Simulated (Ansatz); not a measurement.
# B3LYP/6-31G(d) (Cartesian functions) run of C2H8Si (dimethylsilane)

What is the vertical ionisation energy of C2H8Si (dimethylsilane) at B3LYP/6-31G* (Cartesian functions)? 

Program for the calculation: Ansatz 0.2.0.

## Step 1: The system as given

C2H8Si has 11 atoms, charge 0, and is taken as a singlet. As SMILES, `C[SiH2]C`. Geometry: relaxed at PBE0-D4/def2-TZVP.

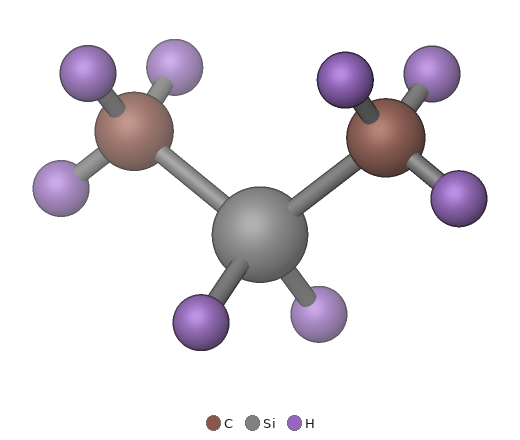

The structure, seen from a chosen angle (carbon brown, silicon grey, hydrogen purple).

## Step 2: A single-point energy at B3LYP/6-31G(d) (Cartesian functions)

File molecule.yaml:

```yaml
crystal:
  periodic: [false, false, false]
  atoms:
    - {symbol: C, position_ang: [-1.050200, 0.967200, -0.661200]}
    - {symbol: Si, position_ang: [-0.309200, -0.653200, -0.087600]}
    - {symbol: C, position_ang: [1.346600, -0.392300, 0.745700]}
    - {symbol: H, position_ang: [-2.015800, 0.806900, -1.146100]}
    - {symbol: H, position_ang: [-0.391700, 1.464600, -1.377800]}
    - {symbol: H, position_ang: [-1.204900, 1.644900, 0.182100]}
    - {symbol: H, position_ang: [-0.139900, -1.564200, -1.256100]}
    - {symbol: H, position_ang: [-1.245100, -1.319300, 0.863300]}
    - {symbol: H, position_ang: [2.058200, 0.075200, 0.060400]}
    - {symbol: H, position_ang: [1.772600, -1.342000, 1.077400]}
    - {symbol: H, position_ang: [1.244800, 0.255200, 1.620300]}
basis:
  gaussian: {orbitals: "6-31G*"}
output: {orbitals: {seedname: orbitals}}
hamiltonian: {xc: {name: B3LYP}}
accuracy: high
```

Run with:

```bash
$ ansatz run molecule.yaml --threads 1 --pin off --max-ram 3480MiB --events-out events.jsonl --progress --plain --runs-dir runs
```

Log:

```text
Warning: RAYON_NUM_THREADS=1 ignored (pool sized by the plan → 1); use --threads N
Functional definition: B3LYP
  name "B3LYP"
  parameter a0 = 0.2
  parameter ax = 0.72
  parameter ac = 0.81
  exchange = (1 - a0 - ax)*slater_x + ax*b88_x + a0*exact_x
  correlation = (1 - ac)*vwn_rpa_c + ac*lyp_c
1574 factors; integrals over basis functions are off by at most 4.0e-9 eV
mean field evaluation 1: about -10075.2092 eV, gradient 5.7e1 eV
mean field evaluation 2: about -10071.9984 eV, gradient 6.4e1 eV
mean field evaluation 4: about -10082.6888 eV, gradient 6.9e-1 eV
mean field evaluation 8: about -10082.8426 eV, gradient 5.8e-2 eV
mean field evaluation 16: about -10082.8427 eV, gradient 8.3e-7 eV
mean field -10082.84265022 eV, -370.5376329994 hartree, gradient 1.9e-8 eV, S^2 0.000000; 0 other end points of the search recorded, 0 dependent functions left out
reference -10082.84268817 eV, -370.5376343939 hartree; 17, 17 occupied and 48, 48 virtual orbitals, 1574 factors
Total energy: -10082.84268817 eV, -370.5376343939 hartree
```

Run time: 5.7 s. Hardware: 1 thread of Arm Neoverse V2, shared host; peak memory 0.2 GiB.

## Step 3: The doublet cation

File input.yaml:

```yaml
crystal:
  periodic: [false, false, false]
  atoms:
    - {symbol: C, position_ang: [-1.050200, 0.967200, -0.661200]}
    - {symbol: Si, position_ang: [-0.309200, -0.653200, -0.087600]}
    - {symbol: C, position_ang: [1.346600, -0.392300, 0.745700]}
    - {symbol: H, position_ang: [-2.015800, 0.806900, -1.146100]}
    - {symbol: H, position_ang: [-0.391700, 1.464600, -1.377800]}
    - {symbol: H, position_ang: [-1.204900, 1.644900, 0.182100]}
    - {symbol: H, position_ang: [-0.139900, -1.564200, -1.256100]}
    - {symbol: H, position_ang: [-1.245100, -1.319300, 0.863300]}
    - {symbol: H, position_ang: [2.058200, 0.075200, 0.060400]}
    - {symbol: H, position_ang: [1.772600, -1.342000, 1.077400]}
    - {symbol: H, position_ang: [1.244800, 0.255200, 1.620300]}
basis:
  gaussian:
    orbitals: "6-31G*"
total_charge: 1
magnetization:
  spin_polarized: true
  initial_magnetization: 1
hamiltonian:
  xc: {name: B3LYP}
accuracy: high
output:
  orbitals: {seedname: orbitals}
```

Run with:

```bash
$ ansatz run input.yaml --threads 1 --pin off --max-ram 3480MiB --events-out events.jsonl --progress --plain --runs-dir runs
```

Log:

```text
Warning: RAYON_NUM_THREADS=1 ignored (pool sized by the plan → 1); use --threads N
Functional definition: B3LYP
  name "B3LYP"
  parameter a0 = 0.2
  parameter ax = 0.72
  parameter ac = 0.81
  exchange = (1 - a0 - ax)*slater_x + ax*b88_x + a0*exact_x
  correlation = (1 - ac)*vwn_rpa_c + ac*lyp_c
1576 factors; integrals over basis functions are off by at most 4.0e-9 eV
mean field evaluation 1: about -10056.2511 eV, gradient 5.6e1 eV
mean field evaluation 2: about -10043.0722 eV, gradient 6.9e1 eV
mean field evaluation 4: about -10070.6423 eV, gradient 1.2e1 eV
mean field evaluation 8: about -10071.8305 eV, gradient 9.1e-1 eV
mean field evaluation 16: about -10072.0029 eV, gradient 1.5e-3 eV
mean field evaluation 32: about -10072.0076 eV, gradient 5.7e-4 eV
mean field evaluation 64: about -10071.8691 eV, gradient 3.6e-1 eV
mean field -10072.00756751 eV, -370.1394510541 hartree, gradient 2.1e-8 eV, S^2 0.755413; 6 other end points of the search recorded, 0 dependent functions left out
reference -10072.00760506 eV, -370.1394524340 hartree; 17, 16 occupied and 48, 49 virtual orbitals, 1576 factors
Total energy: -10072.00760506 eV, -370.1394524340 hartree
```

It took 40 s on 1 thread of Arm Neoverse V2, shared host; peak memory 0.29 GiB.

## Step 4: Summary of results

At B3LYP/6-31G* (Cartesian functions):

```
                                          quantity          value
                      singlet C2H8Si: total energy  -370.53763 Eh
                       singlet C2H8Si: HOMO energy       -8.39 eV
                       singlet C2H8Si: LUMO energy        1.59 eV
                     singlet C2H8Si: HOMO–LUMO gap        9.98 eV
                      doublet cation: total energy  -370.13945 Eh
doublet cation: HOMO energy (highest over α and β)      -14.67 eV
 doublet cation: LUMO energy (lowest over α and β)      -13.25 eV
                              doublet cation: ⟨S²⟩          0.755
vertical ionisation energy (to the doublet cation)      10.835 eV
```

What this shows: The vertical ionisation energy comes to 10.84 eV (250 kcal/mol). −ε(HOMO) before ionisation, 8.39 eV, is 2.45 eV below this ionisation energy.
